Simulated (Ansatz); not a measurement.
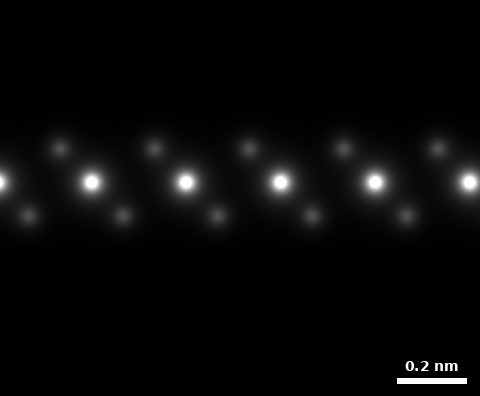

Cross-section of a slab of composition SnO2, seen along a direction in its plane, the normal pointing up. Computed as the sum of neutral-atom potentials (tabulated electron scattering factors, B = 0.3 Å²) projected along the beam and smoothed by 0.25 Å; brighter is more positive. Structure used: coordinates from a relaxation with DFT, HSE06, plane waves, PAW (Ansatz 0.2.0); the starting structure was generated, so it need not be a known form of this composition.

### How many atomic planes does the slab have, and what do they hold from top to bottom?

3 planes (atoms within 0.35 Å in height count as one plane):

| plane | content | depth below the top plane (Å) |
| --- | --- | --- |
| 1 | O | 0.0 |
| 2 | Sn | 1.0 |
| 3 | O | 2.0 |

### How thick is it, and how does it end on either side?

The outermost planes are 2.0 Å apart. The upper face ends in O and the lower in O, so the sequence of planes is the same from both sides.
